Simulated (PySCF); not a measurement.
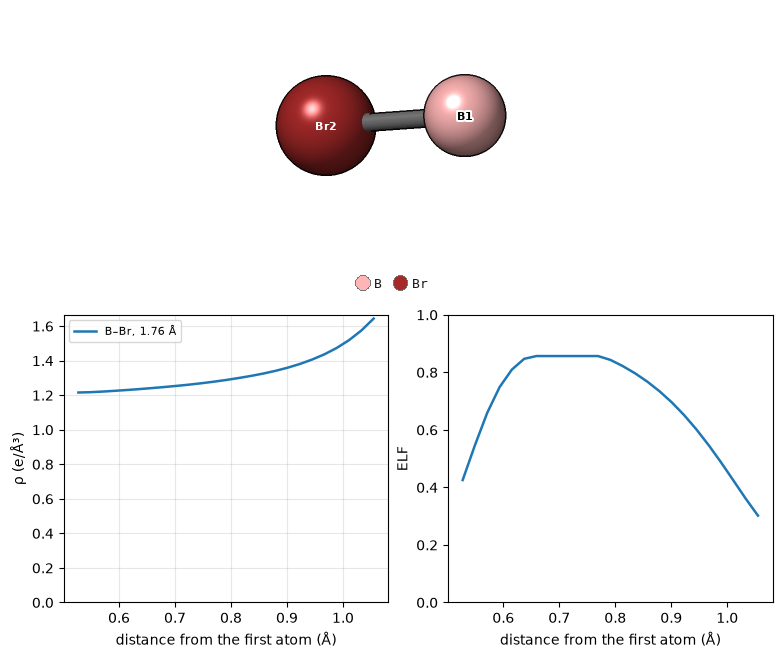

The picture shows: BBr (charge +1, doublet). Electron density and electron localisation function along straight lines between neighbouring atoms. The curves leave out the atomic cores. The structure is drawn too.

Level of theory: PBE0/pcseg-1, non-relativistic, at a bond length of 1.758 Å (PySCF 2.14.0).

Question: What kind of bonding do the profiles show?

Answer: B–Br (1.76 Å): ρ at the midpoint is about 1.3 e/Å³; the ELF peaks at about 0.85 between the atoms, as expected for a polar covalent bond.
